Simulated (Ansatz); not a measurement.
## A computed series for Sn: response to strain

Start from Sn in the diamond structure (space group Fd-3m, No. 227; a = 6.4745 Å; relaxed with 0.1 eV smearing). Axes: x, y, z lie along the cube axes.

Strains are applied to the cell and any free atomic positions relax; under biaxial strain the out-of-plane vector relaxes too.

The values are results of LDA (Ansatz, an electronic-structure program), no spin-orbit coupling, not measurements.

Notes on the quantities. pressure: mean of the normal stresses, compression positive.

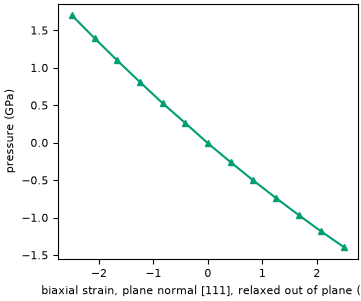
*Pressure against biaxial strain, plane normal [111], relaxed out of plane*

| biaxial strain, plane normal [111], relaxed out of plane (%) | pressure |
|---|---|
| -2.5 | 1.7 GPa |
| -2.08 | 1.4 GPa |
| -1.67 | 1.1 GPa |
| -1.25 | 0.8 GPa |
| -0.83 | 0.5 GPa |
| -0.42 | 0.3 GPa |
| 0.42 | -0.3 GPa |
| 0.83 | -0.5 GPa |
| 1.25 | -0.7 GPa |
| 1.67 | -1.0 GPa |
| 2.08 | -1.2 GPa |
| 2.5 | -1.4 GPa |

Whether these cells are dynamically stable was not tested.
